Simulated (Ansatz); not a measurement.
```xyz
3

In   -0.4054   -1.9249    0.2837
In    0.4001    1.9262   -0.2823
N     0.0053   -0.0013   -0.0015
```

Geometry: PBE-D4/def2-TZVP; core potentials replace the inner electrons of In.

Method: UKS PBE0-D4/def2-TZVP (Ansatz 0.2.0).

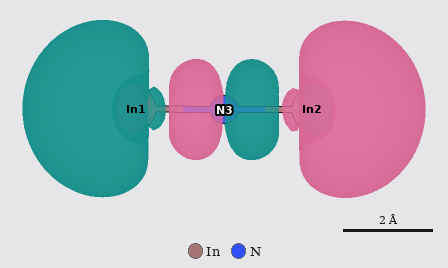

In2N (doublet). The HOMO (α) at ±0.05 Å⁻³ᐟ² (teal and pink are the two phases), seen from one side.

### Describe this orbital and give its energy.

Its weight (Hirshfeld) is mainly on In1 (about 40 %), In2 (about 40 %) and N3 (about 25 %); it is of σ type; it is ungerade (odd under inversion). Its energy is −5.99 eV.
